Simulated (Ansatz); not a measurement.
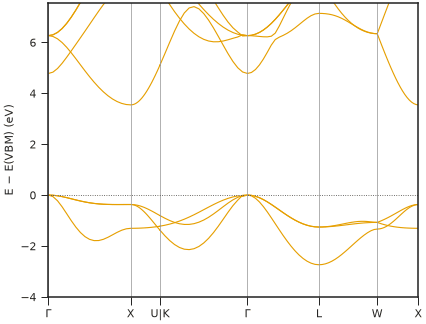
Figure: Band structure from PBEsol (plane waves, PAW; program Ansatz)

### Question
Read off the gap and where the band edges lie.

### Answer
About 3.5 eV (3.54 eV by a search for the band edges); maximum at Γ, minimum at X.

The material is CaO (rock salt, Fm-3m).

The cell was relaxed with PBEsol under the symmetry of its start.

Potentials: the later of the program's two PAW sets.
